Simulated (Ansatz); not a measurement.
**Two runs on C2H9AlClP**

System: C2H9AlClP, SMILES [CH3][Al-]([CH3])([PH3+])[Cl].
Method of run A: RKS SPW92 (LDA)/def2-TZVPP (Ansatz 0.2.0).

The geometry comes from this level: PBE0-D4/def2-TZVP. Text and figures count atoms from 1; the logs count them from 0 in places.

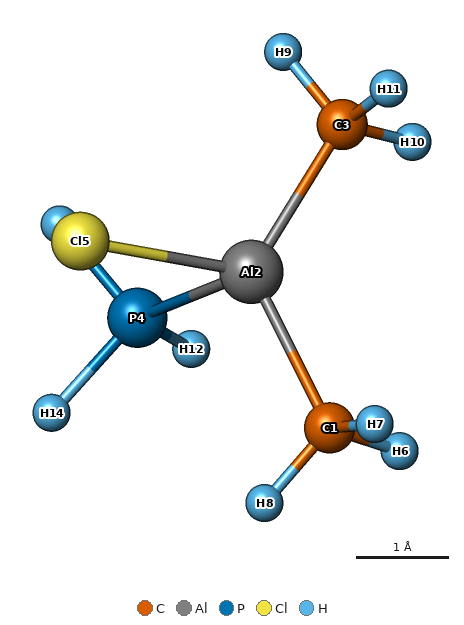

The input geometry (ball-and-stick view, seen at a tilt; atoms are numbered from 1 in the order of the input). Sticks mark near contacts. Bond lengths as drawn: Al–C 1.96 Å, Al–Cl 2.16 Å, Al–P 2.55 Å, C–H 1.09 to 1.10 Å and H–P 1.41 Å.

Input file, run A:
```yaml
crystal:
  periodic: [false, false, false]
  atoms:
    - {symbol: C, position_ang: [-1.761865, 1.021123, 0.207611]}
    - {symbol: Al, position_ang: [0.101371, 0.644001, -0.255635]}
    - {symbol: C, position_ang: [1.578050, 0.813501, 1.016861]}
    - {symbol: P, position_ang: [0.052501, -1.871926, -0.696556]}
    - {symbol: Cl, position_ang: [0.623757, 0.997906, -2.320531]}
    - {symbol: H, position_ang: [-2.054567, 0.558057, 1.155439]}
    - {symbol: H, position_ang: [-1.910513, 2.100453, 0.321225]}
    - {symbol: H, position_ang: [-2.460097, 0.684763, -0.563900]}
    - {symbol: H, position_ang: [2.506562, 0.376215, 0.639306]}
    - {symbol: H, position_ang: [1.349962, 0.346115, 1.980195]}
    - {symbol: H, position_ang: [1.783566, 1.870767, 1.216603]}
    - {symbol: H, position_ang: [-0.241098, -2.872291, 0.255924]}
    - {symbol: H, position_ang: [1.246594, -2.413126, -1.211557]}
    - {symbol: H, position_ang: [-0.827124, -2.284962, -1.716186]}
basis:
  gaussian: {orbitals: def2-TZVPP}
hamiltonian: {xc: lda}
output: {orbitals: {seedname: orbitals}}
```

Launched with:
```bash
ansatz run in.yaml --threads 4 --pin off --events-out ev --progress --plain --max-ram 11315MiB
```

Hardware: 4 threads of Arm Neoverse V2, 23 GiB of memory available, shared host.

Output (run A):
```
Functional definition: SPW92
  exchange = slater_x
  correlation = pw_c
1741 factors; their error is unknown
mean field evaluation 1: about -30487.3482 eV, gradient 9.5e1 eV
mean field evaluation 2: about -30429.4766 eV, gradient 1.4e2 eV
mean field evaluation 4: about -30507.6966 eV, gradient 1.5e1 eV
mean field evaluation 8: about -30508.2157 eV, gradient 1.3e-1 eV
mean field evaluation 16: about -30508.1780 eV, gradient 6.1e-4 eV
mean field -30508.17795581 eV, -1121.1548606902 hartree, gradient 7.0e-5 eV, S^2 0.000000; 0 other end points of the search recorded, 0 dependent functions left out
reference -30508.17800655 eV, -1121.1548625550 hartree; 33, 33 occupied and 281, 281 virtual orbitals, 1741 factors
Total energy: -30508.17800655 eV, -1121.1548625550 hartree
```

The input of run B differs as follows (lines with − go, lines with + come):
```diff
-hamiltonian: {xc: lda}
+hamiltonian: {xc: {name: CAM-B3LYP}, dispersion: d4}
```

Predict how the results change.

The total energies belong to different models, so their difference says nothing on which is more stable or more accurate. The HOMO goes from −6.21 to −8.71 eV. The LUMO goes from −1.34 to 0.77 eV.

Output (run B):
```
Functional definition: CAM-B3LYP
  parameter alpha = 0.19
  parameter beta = 0.46
  parameter omega = 0.33/bohr
  parameter ac = 0.81
  exchange = (1 - alpha - beta)*b88_x + beta*b88_x_sr(omega) + alpha*exact_x + beta*exact_x_lr(omega)
  correlation = (1 - ac)*vwn5_c + ac*lyp_c
1789 factors; their error is unknown
436 factors; integrals over basis functions are off by at most 1.2e-5 eV
mean field evaluation 1: about -30623.6437 eV, gradient 6.5e1 eV
mean field evaluation 2: about -30624.7503 eV, gradient 5.8e1 eV
mean field evaluation 4: about -30632.9270 eV, gradient 1.8e0 eV
mean field evaluation 8: about -30632.9345 eV, gradient 7.3e-2 eV
mean field evaluation 16: about -30632.9488 eV, gradient 3.1e-5 eV
mean field -30632.94883273 eV, -1125.7401058442 hartree, gradient 3.1e-5 eV, S^2 0.000000; 0 other end points of the search recorded, 0 dependent functions left out
reference -30632.94900647 eV, -1125.7401122292 hartree; 33, 33 occupied and 281, 281 virtual orbitals, 1789 factors
Total energy: -30633.25515241 eV, -1125.7513628850 hartree
```

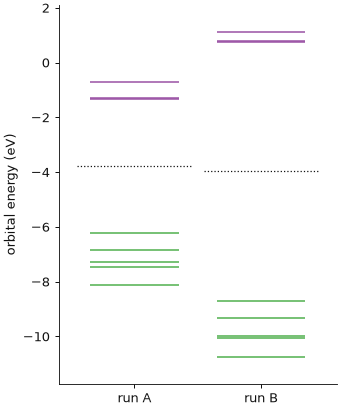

The five highest filled and three lowest empty orbital energies of the two runs; the dotted lines part filled from empty levels. The HOMO–LUMO gap is 4.86 eV in run A and 9.47 eV in run B.

The two runs side by side:

| quantity | run A | run B |
| --- | --- | --- |
| outcome | converged | converged |
| total energy (hartree) | −1121.154863 | −1125.751363 |
| HOMO (eV) | −6.21 | −8.71 |
| LUMO (eV) | −1.34 | 0.77 |
| basis functions | 314 | 314 |
| wall time (shared host) | 1.8 s | 5 s |
